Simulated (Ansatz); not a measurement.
```yaml
atoms:
  - { symbol: C, position_ang: [-0.6725, 1.0930, 0.0933] }
  - { symbol: O, position_ang: [-1.6973, 0.2403, -0.3709] }
  - { symbol: Si, position_ang: [-2.6688, -0.9443, 0.3241] }
  - { symbol: S, position_ang: [-2.0268, -1.0144, 2.4382] }
  - { symbol: H, position_ang: [0.1998, 0.5165, 0.4768] }
  - { symbol: H, position_ang: [-0.3244, 1.7280, -0.7470] }
  - { symbol: H, position_ang: [-1.0317, 1.7622, 0.9079] }
  - { symbol: H, position_ang: [-1.0546, -0.0576, 2.4238] }
```

Theory: RKS PBE-D4/def2-SVP (Ansatz).

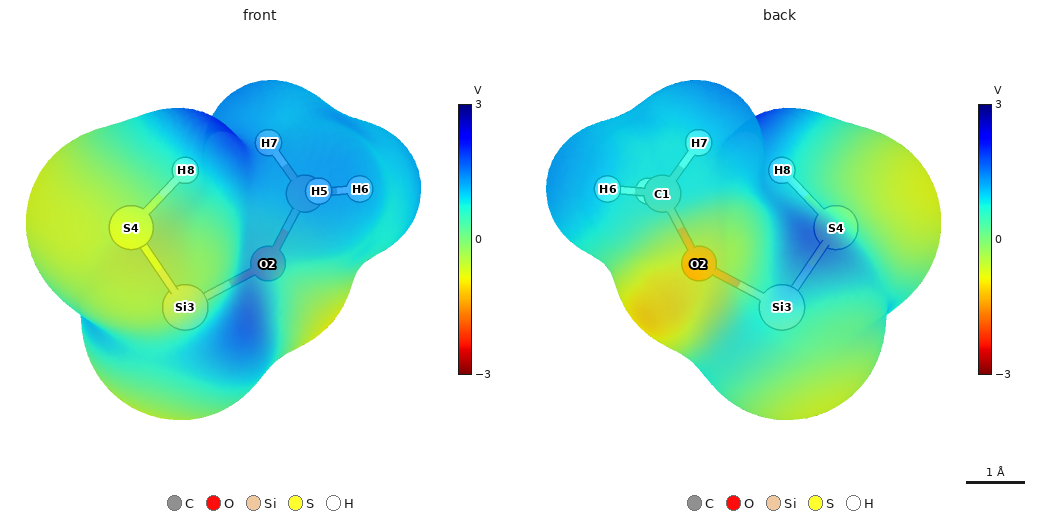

CH₄OSSi (SMILES CO[Si]S). The molecular electrostatic potential painted on the density surface at 0.004 e/bohr³, seen from the front and from behind; red is negative and blue positive.

### Where is the surface potential most negative and most positive?

The most negative region (about −1.1 V, or −25 kcal/mol for a unit charge) lies over O2, the most positive (about +2.0 V, or +46 kcal/mol for a unit charge) over H8. O2 is the likeliest acceptor of a hydrogen bond.
